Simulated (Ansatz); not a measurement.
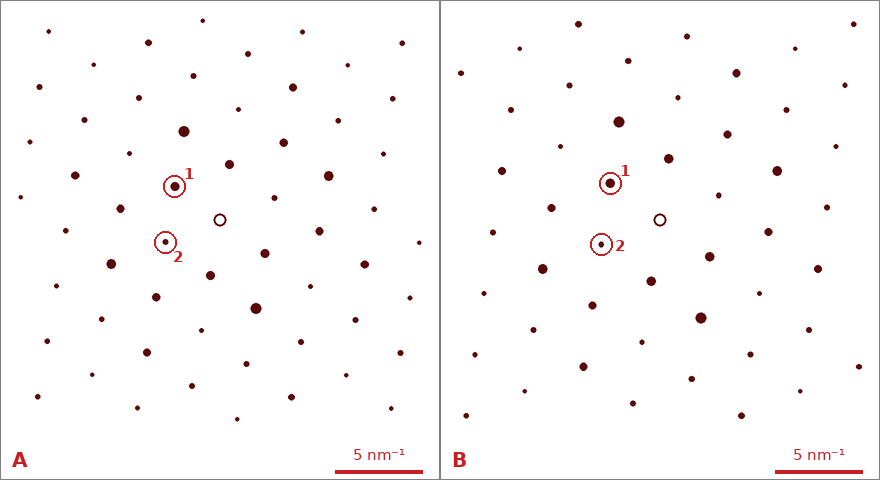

Kinematic electron diffraction patterns (120 kV, B = 0.5 Å², same scale) along [010] of the run's own cell, for the start and the end of one relaxation of LiReS2 with DFT PBE, scalar-relativistic, plane waves, PAW (Ansatz). k mesh 18×18×18. The start is a generated model structure, and the relaxation ends in the nearest stationary point of its symmetry, not necessarily the ground state. Spot 1 is 0 0 -1 and spot 2 is -1 0 -1 in both.

Start structure:

```
Li Re S
1.0
     1.80728    1.04343    5.70252
    -1.80728    1.04343    5.70252
     0.00000   -2.08686    5.70252
Li Re S
1 1 2
Direct
  0.00000 0.00000 0.00000
  0.50000 0.50000 0.50000
  0.23883 0.23883 0.23883
  0.76117 0.76117 0.76117
```

Which pattern belongs to the start structure, and which to the relaxed one?

A is the start: its cell gives d(1) = 3.079 Å, d(2) = 2.940 Å and an angle of 58.4°. B is the relaxed structure, with d(1) = 2.795 Å (-9.2 %), d(2) = 2.717 Å (-7.6 %) and 59.0°.

Summarise the relaxation behind the change.

The volume changed by -4.7 % to 15.37 Å³ an atom; with the mean shift removed, the atoms moved by up to 0.12 Å relative to the cell (S most); the space group stayed R-3m (No. 166); the free energy fell by 49 meV an atom. Relaxed cell: a = 6.946 Å, b = 6.946 Å, c = 6.946 Å, α = 27.14°, β = 27.14°, γ = 27.14°.
